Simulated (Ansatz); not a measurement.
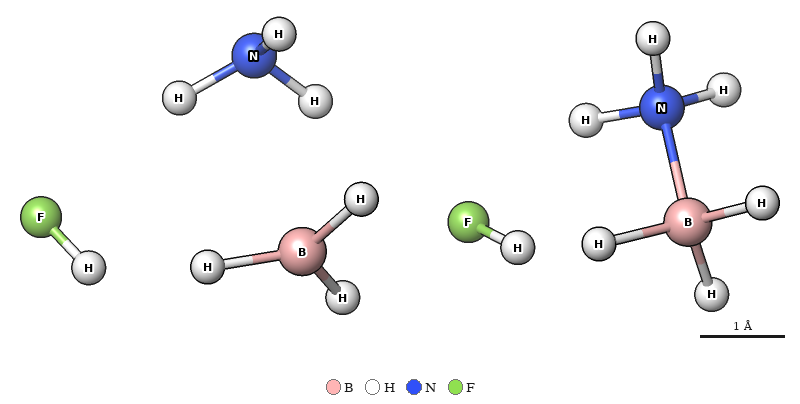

Two geometries of BNH7F, drawn at one scale. One is the start of a relaxation, the other its converged end. The picture is a ball-and-stick view, seen from a free direction.

Level of theory: RKS PBE-D4/def2-SVP (Ansatz). Settings: no spin polarisation; force threshold 0.03 eV/Å; at most 50 steps.

**Which of the two is the end point?**

The right one is the relaxed one. The run prepares an end point of a later path (reaction) calculation, from a guessed geometry. The energy falls by 41.8 kcal/mol in 12 accepted moves (13 points after the start). The largest force component goes from 0.91 to 0.024 eV/Å. The line search rejected the trial step at point 11 of the run. The atom that moves furthest after the best rigid fit is the N atom (0.73 Å). By element the largest moves are N 0.73 Å, H 0.49 Å, B 0.49 Å, F 0.34 Å. Among the contacts that change: B–N 2.834 → 1.627 Å, B–H 1.182 → 1.253 Å, F–H 0.919 → 0.973 Å, H–N 1.024 → 1.041 Å. New bonds form: B–N (2.83 → 1.63 Å). Among the angles between lasting bonds that change: H–B–H 118.0° → 108.8°, H–B–H 120.9° → 112.4°, H–B–H 120.5° → 114.3°.
